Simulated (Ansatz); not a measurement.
## Effect of Tl → Sc on Tl

The reference is Tl in the hcp (Mg type) structure (space group P6_3/mmc, No. 194; a = 3.459 Å, c = 5.523 Å).

It is then changed as follows: full substitution Tl → Sc, then cell and atoms are relaxed.

Calculations: PBEsol/PAW in Ansatz (a quantum-chemistry and plane-wave program), no spin-orbit coupling, earlier PAW set. k-mesh 16×16×9 (Γ-centred); smearing 0.05 eV (Fermi–Dirac), for the changed cell.

```tsv
quantity	base	changed	shift
lattice parameter a	3.459 Å	3.277 Å	-0.1815 Å
c/a ratio	1.597	1.552	-0.045
space group	P6_3/mmc (No. 194)	P6_3/mmc (No. 194)	–
shortest interatomic distance	3.408 Å	3.169 Å	-0.239 Å
band gap	zero	zero	–
```

Final structure:

```
CELL_PARAMETERS angstrom
      3.27725     0.00000     0.00000
     -1.63862     2.83818     0.00000
      0.00000     0.00000     5.08550
ATOMIC_POSITIONS crystal
  Sc 0.33333 0.66667 0.75000
  Sc 0.66667 0.33333 0.25000
```

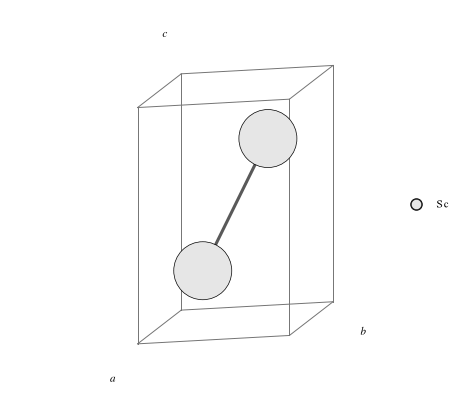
The relaxed conventional cell after the change

No phonon test of stability was made. All final runs are without spin polarisation.
